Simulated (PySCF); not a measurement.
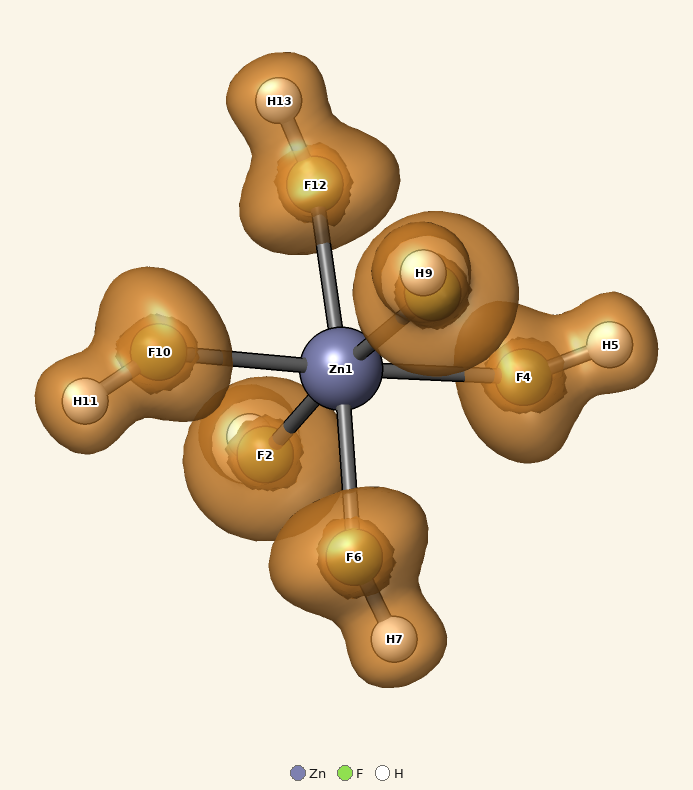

Figure 1: F6H6Zn (charge +2). Isosurface of the electron localisation function at 0.75 (orange), seen at an oblique angle. Only the valence region is drawn (cores and ρ < 0.01 e/Å³ removed).

Geometry: PBE0-D3(BJ)/def2-SVPD.

Method: wB97M-D3(BJ)/def2-SVPD, SCF density, gas phase (PySCF 2.14.0).

Input file:

```
{"job": {"kind": "inter", "xc": "wB97M-D3(BJ)", "basis": "def2-SVPD", "pairs": false}, "charge": 2, "multiplicity": 1, "parts": [{"atoms": "0-0", "charge": 2, "multiplicity": 1}, {"atoms": "1-2", "charge": 0, "multiplicity": 1}, {"atoms": "3-4", "charge": 0, "multiplicity": 1}, {"atoms": "5-6", "charge": 0, "multiplicity": 1}, {"atoms": "7-8", "charge": 0, "multiplicity": 1}, {"atoms": "9-10", "charge": 0, "multiplicity": 1}, {"atoms": "11-12", "charge": 0, "multiplicity": 1}]}
Zn    -2.226320    -0.329832    -0.331717
F     -1.469383     1.579045    -0.547636
H     -0.724509     2.098751    -0.318916
F     -0.714702    -0.978603    -1.577240
H     -0.245709    -1.733977    -1.871518
F     -3.497532     0.134429    -1.894274
H     -3.525905     0.369723    -2.800479
F     -2.924950    -2.275640    -0.290644
H     -3.644691    -2.830161    -0.063569
F     -3.707503     0.275014     0.980080
H     -4.429058     0.866748     1.065163
F     -0.969906    -0.647187     1.281118
H     -0.911800    -0.912058     2.177569
```

Run with:

```sh
OMP_NUM_THREADS=1 python cluster_run.py task.json out
```

### Describe the localisation domains.

The ELF exceeds this value in six joined regions spread over several atoms (F, H), in which their bonds and any lone pairs are merged.

Values along the shortest contacts:
Zn–F (2.06 Å): the ELF is about 0.05 at the midpoint. F–H (0.94 Å): the ELF climbs to about 1 towards the hydrogen, as it does in any bond to H (a covalent bond by its length).
